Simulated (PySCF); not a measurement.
Consider NaMg (charge −1).

```xyz
2

Na    0.0000    0.0000   -1.9142
Mg    0.0000    0.0000    1.8348
```

Method: PySCF 2.14.0, PBE0/aug-cc-pVDZ(-PP), non-relativistic Hamiltonian with scalar-relativistic core potentials where named, at a bond length of 3.749 Å.

Predict the electron density and electron localisation function between the atoms.

Answer. Na–Mg (3.75 Å): ρ is about 0.05 e/Å³ halfway, with its minimum of 0.04 e/Å³ about 1.5 Å from Na; the ELF peaks at about 0.90 between the atoms.

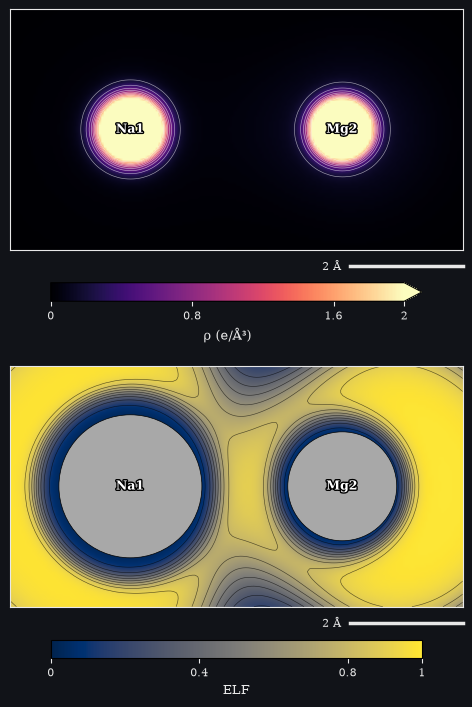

Computed electron density and electron localisation function on a plane that holds the molecular axis, in this order. Grey discs cover the atomic cores in the ELF map. 
